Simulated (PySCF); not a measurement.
System (SMILES): C=C(F)F.
Geometry (B3LYP-D3(BJ)/def2-TZVP, fixed):
```xyz
6

C      1.3666    -0.1842    -0.0960
C      0.0659    -0.0089    -0.0046
F     -0.8303    -0.9779     0.0790
F     -0.5461     1.1633     0.0177
H      2.0191     0.6710    -0.1597
H      1.7731    -1.1820    -0.1067
```

Basis-set convergence of the mean static polarisability at HF with PySCF. All functions are spherical. Density fitting with generated auxiliary sets. In sets without p functions on hydrogen, species with hydrogen take exact integrals. No added dispersion term, no relativity. Reference: the value in d-aug-cc-pVTZ, 27.09 bohr³, itself unsure by roughly 0.4 % (its mean distance from aug-pcseg-2, aug-cc-pVTZ). Deviations are taken from unrounded values. Cost is core time over that of aug-cc-pVDZ, rough, on shared machines of one kind; a dash marks a row that isn't timed (too short, read off another run, short of memory, by another algorithm or on other hardware).

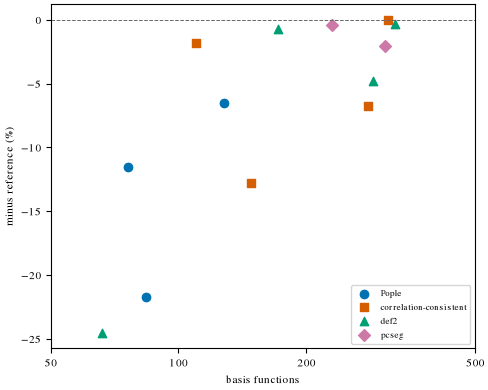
Fig. 1. Deviation from the reference against the number of basis functions, by family of sets.

```csv
basis,functions,mean static polarisability (bohr³),minus reference (%),cost
def2-SVP,66,20.45,-24.5,-
6-31+G*,76,23.97,-11.5,-
6-311G**,84,21.21,-21.7,-
aug-cc-pVDZ,110,26.59,-1.9,1×
"6-311++G(2d,2p)",128,25.33,-6.5,1×
cc-pVTZ,148,23.62,-12.8,2×
def2-TZVPD,172,26.90,-0.7,5×
aug-pcseg-2,230,26.98,-0.4,9×
cc-pVQZ,280,25.27,-6.7,20×
def2-QZVPP,288,25.80,-4.8,20×
pcseg-3,306,26.54,-2.0,20×
d-aug-cc-pVTZ,312,27.09,0.0,30×
def2-QZVPPD,324,27.01,-0.3,40×
```
